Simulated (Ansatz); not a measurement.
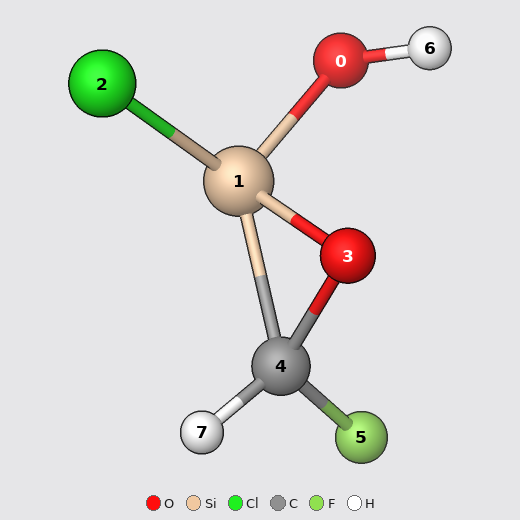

Starting geometry of the run. Atoms are numbered from 0, in the order of the input.

Input file:

```yaml
crystal:
  periodic: [false, false, false]
  atoms:
    - {symbol: O, position_ang: [1.796800, 0.305000, -0.713500]}
    - {symbol: Si, position_ang: [0.431800, 0.481400, 0.254600]}
    - {symbol: Cl, position_ang: [0.981200, 0.733100, 2.168400]}
    - {symbol: O, position_ang: [-0.199000, -1.009800, 0.261700]}
    - {symbol: C, position_ang: [-1.238400, -0.076800, -0.154100]}
    - {symbol: F, position_ang: [-1.667000, -0.110000, -1.453000]}
    - {symbol: H, position_ang: [2.011500, -0.564400, -0.933400]}
    - {symbol: H, position_ang: [-2.024800, 0.184400, 0.513500]}
basis:
  gaussian: {orbitals: def2-SVP}
hamiltonian: {xc: pbe, dispersion: d4}
relax: {f_tol: 0.03, max_steps: 200}
```

What the program printed (its end):

```
1099 factors; their error is unknown
mean field -28252.96733271 eV, -1038.2773989282 hartree, gradient 7.0e-6 eV, S^2 0.000000; 1 other end points of the search recorded, 0 dependent functions left out
the calculation of the forces begins
reference -28252.96736010 eV, -1038.2773999345 hartree; 32, 32 occupied and 70, 70 virtual orbitals, 1099 factors
Total energy: -28253.17488225 eV, -1038.2850262329 hartree
Atom 0 at     1.903017     0.185877    -0.502765 Å, force    -0.000505    -0.001637     0.000618 eV/Å
Atom 1 at     0.537752     0.196999     0.431324 Å, force    -0.001248     0.002670     0.002385 eV/Å
Atom 2 at     1.085562     0.959440     2.246484 Å, force    -0.000582    -0.001917    -0.003492 eV/Å
Atom 3 at    -0.477237    -1.163483     0.430100 Å, force     0.001403     0.000181    -0.000089 eV/Å
Atom 4 at    -1.182465    -0.024394    -0.157953 Å, force     0.003781    -0.002263     0.001577 eV/Å
Atom 5 at    -1.434800    -0.200357    -1.492111 Å, force     0.000092    -0.000551    -0.002618 eV/Å
Atom 6 at     1.789764    -0.233165    -1.376486 Å, force    -0.000003     0.001168     0.000014 eV/Å
Atom 7 at    -2.129493     0.221982     0.365608 Å, force    -0.002938     0.002349     0.001606 eV/Å
Dipole moment:     0.055016     0.156071    -0.161085 e Å
```
